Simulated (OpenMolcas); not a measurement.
**Single-point calculation, with input and output: CHClGeNO (part 3 of 3)**

Continued. System: CHClGeNO, multiplicity 2. Method: HF/ANO-RCC-MB, ROHF, DKH2 (OpenMolcas 26.06). The geometry comes from this level: PBE0-D4/def2-TZVP.

Geometry of the input (Å):
```
O  0.0241  -1.6171  -2.2451
C  -0.2429  -1.0200  -1.2847
N  -0.5752  -0.4543  -0.2730
Ge -0.1533  1.0673  0.6511
Cl 1.9469  0.9762  1.1328
H  -0.9577  0.9839  1.9727
```

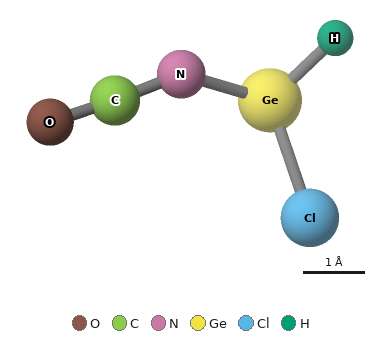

*The structure (ball-and-stick view, seen at a tilt). Sticks mark near contacts.*

Log, continued
```
        1 O1     1s         0.0081   -0.0005    0.0010    0.0004   -0.0003    0.0001    0.0012    0.0003   -0.0018    0.0003
        2 O1     2s         0.0160   -0.0210    0.0048    0.0011    0.0044   -0.0021    0.0175   -0.0020   -0.0074   -0.0155
        3 O1     2px       -0.2798   -0.5802   -0.0766    0.0194    0.0175    0.0105   -0.0707    0.0732    0.0370   -0.4725
        4 O1     2py        0.2420   -0.2412    0.0407    0.0603    0.5719    0.1544   -0.4693   -0.0434    0.0493   -0.1403
        5 O1     2pz       -0.3425    0.0023   -0.0727   -0.0491   -0.3425   -0.1072    0.3055    0.0300   -0.0068   -0.1083
        6 C2     1s        -0.0085   -0.0005    0.0022    0.0024    0.0013    0.0002    0.0012    0.0063   -0.0032    0.0095
        7 C2     2s         0.1430   -0.0009    0.0513    0.0334   -0.0587    0.0129   -0.0465    0.0649   -0.0783    0.1140
        8 C2     2px       -0.0417    0.0868    0.0538   -0.0191    0.0455   -0.0011    0.0756   -0.0743   -0.0350    0.7985
        9 C2     2py        0.3910   -0.1933    0.0552   -0.0010   -0.0788   -0.1407    0.7668    0.0749   -0.1149    0.2335
       10 C2     2pz       -0.0112    0.1418    0.0294    0.0220    0.0113    0.0997   -0.4852   -0.0293   -0.0100    0.1760
       11 N3     1s        -0.0183   -0.0059   -0.0099   -0.0049    0.0134   -0.0045    0.0374   -0.0013    0.0147   -0.0470
       12 N3     2s        -0.1392   -0.0604   -0.1481   -0.1061    0.2706   -0.0935    0.3423   -0.0485    0.1362   -0.3981
       13 N3     2px        0.2904    0.6184    0.1667   -0.0355   -0.0129   -0.0088    0.0269   -0.1106   -0.1760   -0.6591
       14 N3     2py        0.0689   -0.0605   -0.0487   -0.1095   -0.4749   -0.2409   -0.3852    0.0376    0.0407   -0.3152
       15 N3     2pz       -0.2737    0.2076   -0.0322   -0.0264    0.4596    0.0657    0.4303   -0.0892    0.0390   -0.1510
       16 GE4    1s         0.0002   -0.0001   -0.0004   -0.0005    0.0002    0.0014   -0.0002    0.0028   -0.0014    0.0011
       17 GE4    2s         0.0016   -0.0008   -0.0022   -0.0031    0.0011    0.0108   -0.0020    0.0210   -0.0104    0.0084
       18 GE4    3s         0.0060   -0.0030   -0.0046   -0.0056    0.0010    0.0675   -0.0141    0.1203   -0.0567    0.0490
       19 GE4    4s        -0.1025    0.0421    0.2306    0.3842   -0.1655    0.6337   -0.1454    0.7618   -0.2844    0.2899
       20 GE4    2px       -0.0001   -0.0002    0.0009    0.0003   -0.0002    0.0001    0.0001    0.0005    0.0025   -0.0000
       21 GE4    3px        0.0069   -0.0051    0.0336   -0.0001   -0.0035    0.0010    0.0017    0.0095    0.0474   -0.0004
       22 GE4    4px        0.0113    0.0901   -0.2133   -0.0662    0.0322   -0.0726    0.0855    0.5230    1.0641   -0.0143
       23 GE4    2py       -0.0005    0.0005    0.0001   -0.0005    0.0001   -0.0004    0.0004   -0.0003    0.0002   -0.0014
       24 GE4    3py        0.0211   -0.0009    0.0016   -0.0123    0.0017   -0.0073    0.0084   -0.0063    0.0045   -0.0272
       25 GE4    4py        0.0655   -0.0760   -0.0203    0.1421   -0.0770    0.5555    0.4235   -0.1928    0.0576   -0.4549
       26 GE4    2pz        0.0000    0.0003   -0.0010   -0.0007   -0.0003    0.0003   -0.0002    0.0020   -0.0021   -0.0008
       27 GE4    3pz        0.0373   -0.0059   -0.0281   -0.0197   -0.0068    0.0057   -0.0035    0.0373   -0.0384   -0.0156
       28 GE4    4pz        0.0136   -0.0648    0.2614    0.1399    0.1122   -0.4488    0.0716    0.7783   -0.5979   -0.2445
       29 GE4    3d2-       0.0366    0.0037    0.1022   -0.0412   -0.0054    0.0081   -0.0024   -0.0011   -0.0096    0.0026
       30 GE4    3d1-       0.0797   -0.0281   -0.0316   -0.0248    0.0107    0.0090   -0.0012   -0.0012    0.0016    0.0330
       31 GE4    3d0       -0.3033    0.0989    0.0349    0.0305    0.0315    0.0071    0.0087    0.0073   -0.0437   -0.0045
       32 GE4    3d1+      -0.0456    0.0206   -0.0553    0.0591    0.0052   -0.0065    0.0046   -0.0188    0.0479    0.0031
       33 GE4    3d2+      -0.1883    0.0820   -0.0048    0.0041    0.0247    0.0085    0.0119    0.0346    0.0081   -0.0272
       34 CL5    1s         0.0002   -0.0010    0.0005   -0.0010   -0.0000   -0.0001   -0.0004   -0.0086   -0.0078   -0.0004
       35 CL5    2s         0.0017   -0.0094    0.0021   -0.0100    0.0006   -0.0027   -0.0029   -0.0787   -0.0695   -0.0039
       36 CL5    3s         0.0006   -0.0594   -0.0363   -0.0681    0.0191   -0.0463   -0.0093   -0.4061   -0.3231   -0.0284
       37 CL5    2px       -0.0015    0.0022   -0.0011    0.0044   -0.0003    0.0008    0.0003    0.0218    0.0149    0.0013
       38 CL5    3px        0.0917    0.0753    0.1837    0.1042   -0.0075    0.2234   -0.0005    0.6670    0.3646    0.0279
       39 CL5    2py       -0.0017    0.0009    0.0024   -0.0034    0.0006   -0.0039   -0.0030    0.0002   -0.0014    0.0030
       40 CL5    3py        0.2463    0.0870   -0.4904    0.4797    0.0245   -0.2322   -0.1010    0.0041   -0.0421    0.0906
       41 CL5    2pz       -0.0010    0.0016   -0.0041    0.0018   -0.0007    0.0032   -0.0003    0.0006    0.0089    0.0020
       42 CL5    3pz        0.1601   -0.0751    0.2929   -0.5532   -0.0462    0.2338   -0.0160    0.0222    0.2406    0.0608
       43 H6     1s        -0.0047   -0.0326    0.4215    0.3339   -0.0476   -0.2758    0.0499   -0.7228    1.0046   -0.0050

          Orbital           41        42        43
          Energy            0.2249    0.5746    1.1275
          Occ. No.          0.0001    0.0000    0.0000

        1 O1     1s         0.0142   -0.1150   -0.0981
        2 O1     2s         0.1059   -0.9217   -0.6213
        3 O1     2px        0.2827    0.2868    0.0316
        4 O1     2py       -0.0453   -0.4931   -0.1906
        5 O1     2pz        0.2168   -0.7417   -0.3003
        6 C2     1s        -0.0460    0.1873   -0.1133
        7 C2     2s        -0.2289    1.3495   -0.7377
        8 C2     2px       -0.4802    0.0254    0.4660
        9 C2     2py        0.2444   -0.3252   -0.7483
       10 C2     2pz       -0.1827   -0.5985   -1.2671
       11 N3     1s        -0.0642   -0.0071    0.1779
       12 N3     2s        -0.5699   -0.2273    1.1488
       13 N3     2px        0.2085   -0.0300    0.2459
       14 N3     2py       -0.6146    0.1371   -0.5389
       15 N3     2pz       -0.1377    0.3494   -0.9450
       16 GE4    1s         0.0013   -0.0003    0.0014
       17 GE4    2s         0.0098   -0.0022    0.0100
       18 GE4    3s         0.0593   -0.0110    0.0509
       19 GE4    4s         0.4145   -0.0266    0.1824
       20 GE4    2px       -0.0004    0.0002   -0.0006
       21 GE4    3px       -0.0089    0.0036   -0.0106
       22 GE4    4px       -0.1582    0.0125   -0.0871
       23 GE4    2py       -0.0017    0.0003   -0.0013
       24 GE4    3py       -0.0323    0.0058   -0.0225
       25 GE4    4py       -0.7605   -0.0276   -0.1316
       26 GE4    2pz       -0.0013   -0.0001   -0.0004
       27 GE4    3pz       -0.0247   -0.0014   -0.0067
       28 GE4    4pz       -0.5255   -0.0732    0.0021
       29 GE4    3d2-       0.0211   -0.0052    0.0139
       30 GE4    3d1-       0.0412   -0.0005    0.0077
       31 GE4    3d0       -0.0071    0.0044   -0.0085
       32 GE4    3d1+       0.0185    0.0000    0.0032
       33 GE4    3d2+      -0.0235    0.0042   -0.0113
       34 CL5    1s         0.0010    0.0001    0.0004
       35 CL5    2s         0.0077    0.0012    0.0033
       36 CL5    3s         0.0176    0.0059    0.0120
       37 CL5    2px       -0.0016   -0.0004   -0.0003
       38 CL5    3px        0.0360   -0.0043    0.0002
       39 CL5    2py        0.0054    0.0002    0.0007
       40 CL5    3py        0.1759    0.0151    0.0097
       41 CL5    2pz        0.0030    0.0004   -0.0003
       42 CL5    3pz        0.1134    0.0173   -0.0095
       43 H6     1s         0.0707    0.0350   -0.0457
--

++    Molecular properties:
      ---------------------

      Charge (e):
                      =   -0.0000
      Dipole Moment (debye):
      Origin of the operator (angstrom)=    0.2976    0.4579    0.2277
                   X= -2.3065E+00               Y=  2.8900E+00               Z=  1.6652E+00           Total=  4.0552E+00
      Quadrupole Moment (debye*angstrom):
      Origin of the operator (angstrom)=    0.2976    0.4579    0.2277
                  XX= -5.2853E+01              XY= -2.6231E+00              XZ= -1.9808E+00              YY= -5.3234E+01
                  YZ= -6.2411E+00              ZZ= -5.6938E+01
      In traceless form (debye*angstrom)
                  XX=  2.2327E+00              XY= -3.9346E+00              XZ= -2.9712E+00              YY=  1.6618E+00
                  YZ= -9.3617E+00              ZZ= -3.8944E+00
--

--- Stop Module: scf /rc=_RC_ALL_IS_WELL_ ---
--- Module scf spent 1 second ---

--- Start Module: rasscf ---

                                              &RASSCF

                       available to each process: 1.9 GB of memory, 1 thread

      Header of the ONEINT file:
      --------------------------

      OrdInt status: non-squared

      Cartesian coordinates in angstrom:
      -----------------------------------------------------
      No.  Label        X            Y            Z
      -----------------------------------------------------
       1   O1         0.02410000  -1.61710000  -2.24510000
       2   C2        -0.24290000  -1.02000000  -1.28470000
       3   N3        -0.57520000  -0.45430000  -0.27300000
       4   GE4       -0.15330000   1.06730000   0.65110000
       5   CL5        1.94690000   0.97620000   1.13280000
       6   H6        -0.95770000   0.98390000   1.97270000
      -----------------------------------------------------
      Nuclear repulsion energy =  387.02034466

++    Wave function specifications:
      -----------------------------

      Number of closed shell electrons          70
      Number of electrons in active shells       1
      Max number of holes in RAS1 space          0
      Max nr of electrons in RAS3 space          0
      Number of inactive orbitals               35
      Number of active orbitals                  1
      Number of secondary orbitals               7
      Spin quantum number                      0.5
      State symmetry                             1
--

++    Orbital specifications:
      -----------------------

      Symmetry species                           1
                                                 a
      Frozen orbitals                            0
      Inactive orbitals                         35
      Active orbitals                            1
      RAS1 orbitals                              0
      RAS2 orbitals                              1
      RAS3 orbitals                              0
      Secondary orbitals                         7
      Deleted orbitals                           0
      Number of basis functions                 43
--

++    CI expansion specifications:
      ----------------------------

      Number of CSFs                             1
      Number of determinants                     1
      Number of root(s) required                 1
      Root chosen for geometry opt.              1
      CI root used                               1

      highest root included in the CI            1
      max. size of the explicit Hamiltonian      1
--

++    Optimization specifications:
      ----------------------------

      RASSCF algorithm: Conventional
      Maximum number of macro iterations       200
      Maximum number of SX iterations          100
      Threshold for RASSCF energy            1.000E-08
      Threshold for max MO rotation          1.000E-01
      Threshold for max BLB element          1.000E-04
      Level shift parameter                  5.000E-01
      Make Quasi-Newton update
--

      The MO-coefficients are taken from the file:
      step1.UnaOrb
      Title:UHF natural orbitals

      Total molecular charge    0.00

      ************************************************************************************************************************
      *                                            Wave function control section                                             *
      ************************************************************************************************************************

                                         RASSCF iterations: Energy and convergence statistics
                                         ----------------------------------------------------

          iter iter root      energy       change     param      element    value   shift minimum  type update hh:mm:ss
 Nr of preliminary CI iterations:   1
      Total energies have been shifted. Add                -2000.00 au
        1   1    9    1  -725.52359626    0.00E+00   8.07E-03   36  37 1 -5.29E-03*  0.23   0.00    SX    NO    0:00:00
        2   1    8    1  -725.52371019   -1.14E-04*  3.47E-03   36  37 1 -2.26E-03*  0.23   0.00    SX    NO    0:00:00
        3   1    8    1  -725.52373800   -2.78E-05* -1.62E-03   36  37 1 -1.05E-03*  0.23   0.00    SX    NO    0:00:00
        4   1    8    1  -725.52374641   -8.41E-06* -9.09E-04   34  36 1  5.05E-04*  0.23   0.00    SX    NO    0:00:00
        5   1    7    1  -725.52374935   -2.94E-06* -1.36E-03   34  36 1  3.18E-04*  0.23   2.50    LS   YES    0:00:00
        6   1    7    1  -725.52375106   -1.71E-06*  1.55E-04   35  37 1 -2.41E-04*  0.23   1.03    QN   YES    0:00:00
        7   1    6    1  -725.52375120   -1.37E-07* -1.38E-04   32  40 1 -1.18E-04*  0.23   1.33    QN   YES    0:00:00
        8   1    6    1  -725.52375125   -5.64E-08* -3.31E-05   35  37 1 -3.13E-05   0.23   1.09    QN   YES    0:00:00
        9   1    6    1  -725.52375126   -7.21E-09  -4.70E-05   35  37 1 -1.97E-05   0.23   2.35    QN   YES    0:00:00
      Convergence after  9 iterations
       10   1    6    1  -725.52375127   -5.89E-09  -4.70E-05   32  41 1  6.13E-06   0.23   2.35    QN   YES    0:00:00

      ************************************************************************************************************************
                                                      Wave function printout:
                       occupation of active orbitals, and spin coupling of open shells (u,d: Spin up or down)
      ************************************************************************************************************************

      Note: transformation to natural orbitals
      has been made, which may change the order of the CSFs.

      printout of CI-coefficients larger than  0.05 for root  1
      energy=   -2725.523751
      conf/sym  1     Coeff  Weight
             1  u   1.00000 1.00000

      Natural orbitals and occupation numbers for root  1
      sym 1:   1.000000

      ************************************************************************************************************************
      *                                                    Final results                                                     *
      ************************************************************************************************************************

++    Final optimization conditions:
      ------------------------------

      Average CI energy                           -2725.52375127
      RASSCF energy for state  1                  -2725.52375127
      Super-CI energy                                -0.00000000
      RASSCF energy change                           -0.00000001
      Max change in MO coefficients              -5.378E-05
      Max non-diagonal density matrix element    -4.701E-05
      Maximum BLB matrix element                  6.135E-06
      (orbital pair  32,  41 in symmetry   1)
      Norm of electronic gradient            1.805E-05
--

      Final state energy(ies):
      ------------------------

::    RASSCF root number  1 Total energy:  -2725.52375127
      Von Neumann Entropy (Root   1) =  0.50000

      Mulliken population analysis for root number:  1
      -----------------------------------------------

++    Molecular charges:
      ------------------

      Mulliken charges per centre
      ---------------------------

                O1      C2      N3      GE4     CL5     H6
      Total    8.4624  5.4593  7.5171 31.2140 17.3421  1.0051

      N-E     -0.4624  0.5407 -0.5171  0.7860 -0.3421 -0.0051

      Total electronic charge=   71.000000

      Total            charge=   -0.000000
--

      Expectation values of various properties for root number:  1
      -----------------------------------------------------------

++    Molecular properties:
      ---------------------

      Charge (e):
                      =   -0.0000
      Dipole Moment (debye):
      Origin of the operator (angstrom)=    0.2976    0.4579    0.2277
                   X= -2.3153E+00               Y=  2.9083E+00               Z=  1.6519E+00           Total=  4.0679E+00
      Quadrupole Moment (debye*angstrom):
      Origin of the operator (angstrom)=    0.2976    0.4579    0.2277
                  XX= -5.2856E+01              XY= -2.6348E+00              XZ= -1.9810E+00              YY= -5.3230E+01
                  YZ= -6.2264E+00              ZZ= -5.6979E+01
      In traceless form (debye*angstrom)
                  XX=  2.2483E+00              XY= -3.9521E+00              XZ= -2.9715E+00              YY=  1.6870E+00
                  YZ= -9.3396E+00              ZZ= -3.9353E+00
--

      Mulliken spin population analysis for root number:  1
      ---------------------------------------------------

++    Molecular charges:
      ------------------

      Mulliken spin population per centre
      ---------------------------

                O1      C2      N3      GE4     CL5     H6
      Total    0.0209  0.0196  0.0357  0.7792  0.0857  0.0589

      Total electronic spin=    1.000000
--

      LoProp population analysis for root number:  1
      -----------------------------------------------

++    LoProp analysis:
      ----------------

++    Static properties:
      ------------------

      LoProp Charges per center

                   O1       C2       N3       GE4      CL5      H6
      Nuclear      8.0000   6.0000   7.0000  32.0000  17.0000   1.0000
      Electronic  -8.3399  -5.6073  -7.3887 -31.3931 -17.2494  -1.0218

      Total       -0.3399   0.3927  -0.3887   0.6069  -0.2494  -0.0218
--

      Natural Bond Order analysis for root number:  1

++    Natural Bond Order analysis
      ---------------------------
      Based on LoProp computed density
      -------------------------------------------------------------------------------------
      Atom A       Atom B       Bond Order
      -------------------------------------------------------------------------------------
      NBO located      0.997 non-bonded electrons on atom O1
      NBO located      0.955 non-bonded electrons on atom O1
      NBO located      0.994 non-bonded electrons on atom C2
      NBO located      0.995 non-bonded electrons on atom N3
      NBO located      1.002 non-bonded electrons on atom GE4
      NBO located      0.998 non-bonded electrons on atom GE4
      NBO located      0.999 non-bonded electrons on atom GE4
      NBO located      0.999 non-bonded electrons on atom GE4
      NBO located      0.999 non-bonded electrons on atom GE4
      NBO located      0.999 non-bonded electrons on atom GE4
      NBO located      0.999 non-bonded electrons on atom GE4
      NBO located      0.999 non-bonded electrons on atom GE4
      NBO located      1.000 non-bonded electrons on atom GE4
      NBO located      1.000 non-bonded electrons on atom GE4
      NBO located      1.000 non-bonded electrons on atom GE4
      NBO located      1.000 non-bonded electrons on atom GE4
      NBO located      1.000 non-bonded electrons on atom GE4
      NBO located      1.000 non-bonded electrons on atom GE4
      NBO located      0.975 non-bonded electrons on atom CL5
      NBO located      0.998 non-bonded electrons on atom CL5
      NBO located      0.999 non-bonded electrons on atom CL5
      NBO located      1.000 non-bonded electrons on atom CL5
      NBO located      1.000 non-bonded electrons on atom CL5
      NBO located      1.000 non-bonded electrons on atom CL5
      NBO located      1.000 non-bonded electrons on atom CL5
      The remaining   12.345 electrons are to be considered as diffuse
--

--

      Canonical orbitals are written to the RASORB file
      Natural orbitals for root   1 are written to the RASORB.1 file
      Spin density orbitals for root   1 are written to the SPDORB.1 file

--- Stop Module: rasscf /rc=_RC_ALL_IS_WELL_ ---
--- Module rasscf spent 1 second ---

.##################.
.# Happy landing! #.
.##################.

    Timing: Wall=7.15 User=6.29 System=0.79
```

Results in brief

- outcome: converged
- total energy: −2725.523751 hartree
- basis functions: 43
- dipole moment: 4.07 debye
- wall time: 7.5 s
- peak memory: 0.42 GiB
